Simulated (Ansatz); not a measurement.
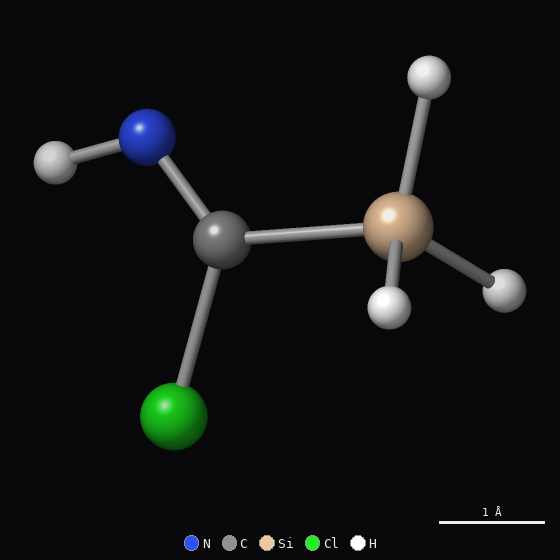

Rendered structure (ball-and-stick style).

What is the molecular formula?

CH4ClNSi, 8 atoms: 1 carbon, 4 hydrogen, 1 chlorine, 1 nitrogen and 1 silicon.

Give a SMILES string for it.

[H]/N=C(/[SiH3])Cl

How many sets of symmetry-equivalent atoms are there?

7: 1 N, 1 C, 1 Si, 1 Cl, 1 H, 2 H, 1 H.

What is the point group of this geometry?

Cs.

How many bonds of each kind are drawn?

3 Si–H, 1 C–N, 1 C–Si, 1 C–Cl, 1 N–H.

More results for the same structure follow; atom numbers are the same in all pictures, views and colours differ. The computed structure is the end point of a PBE0-D4/def2-TZVP optimisation.

## Geometry

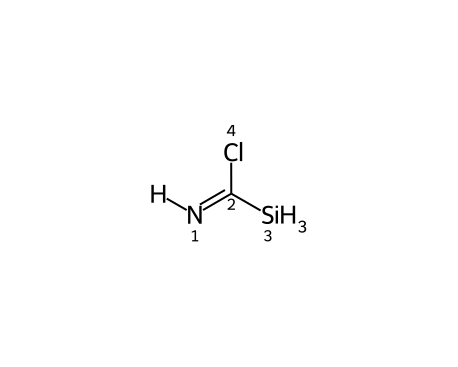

A structural formula, with wedges where it has stereocentres; small numbers name the atoms. The configuration is that of a computed structure (PBE0-D4/def2-TZVP).

Give the R/S and E/Z labels.

N1=C2: Z.

## Levels of theory compared

Program: Ansatz 0.2.0.

Tabulate dipole (D), HOMO energy (eV) at these levels: B3LYP-D4/def2-TZVPP; PBE-D4/def2-TZVPP; r2SCAN-D4/def2-TZVPP; ωB97M-V/def2-TZVPP.

```tsv
level	dipole (D)	HOMO energy (eV)
B3LYP-D4/def2-TZVPP	0.35	−8.02
PBE-D4/def2-TZVPP	0.27	−6.86
r2SCAN-D4/def2-TZVPP	0.31	−7.20
ωB97M-V/def2-TZVPP	0.34	−10.50
```

## Vibrations

Harmonic vibrations computed with RKS PBE0-D4/def2-TZVP (Ansatz 0.2.0) at a stationary point of the same level.

List the wavenumbers.

18 modes: 104, 179, 350, 374, 486, 636, 682, 796, 913, 914, 936, 938, 1177, 1739, 2247, 2257, 2270, 3477 cm⁻¹.

## Charges

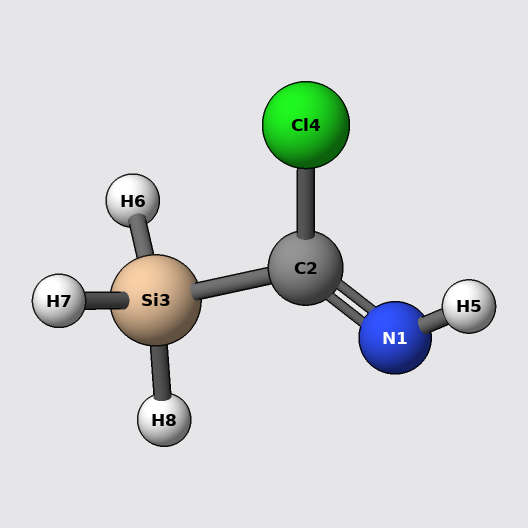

The questions are on Mulliken charges. Method: RKS PBE-D4/def2-TZVPP (Ansatz 0.2.0).

Which atom carries the highest charge (most positive or least negative)?

Si3 (0.25 e).

And the lowest?

N1 (−0.19 e).

List the Mulliken charges.

| atom | value (e) |
| --- | --- |
| N1 | −0.19 |
| C2 | 0.00 |
| Si3 | 0.25 |
| Cl4 | −0.13 |
| H5 | 0.17 |
| H6 | −0.03 |
| H7 | −0.03 |
| H8 | −0.04 |

Mulliken values depend strongly on the basis set and can even reverse the polarity of a bond.
